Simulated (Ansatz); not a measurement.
C, pressure series

The parent structure is C in the diamond structure (space group Fd-3m, No. 227).

```
C
1.0
    0.00000     1.77690     1.77690
    1.77690     0.00000     1.77690
    1.77690     1.77690     0.00000
C
2
Direct
  0.00000   0.00000   0.00000
  0.25000   0.25000   0.25000
```

Cell and atoms are relaxed at each pressure.

Computed with PBEsol (Ansatz, an electronic-structure program, PAW, no SOC).

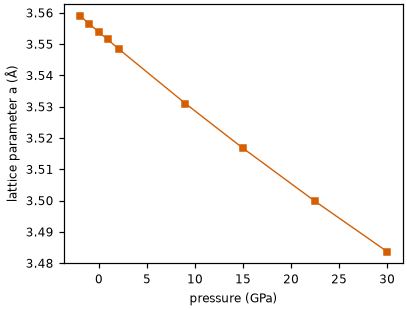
Figure. Lattice parameter a against pressure

Problem. From the plot, what is the lattice parameter a for pressure −2 GPa?

Solution. About 3.559 Å.

Problem. Is the trend monotonic over the range shown?

Solution. Yes, it falls throughout, spanning 3.484 Å to 3.559 Å.

Load acts through the strain it causes; cell and atoms are relaxed under it. Whether these cells are dynamically stable was not tested. No other phases were tried under pressure.
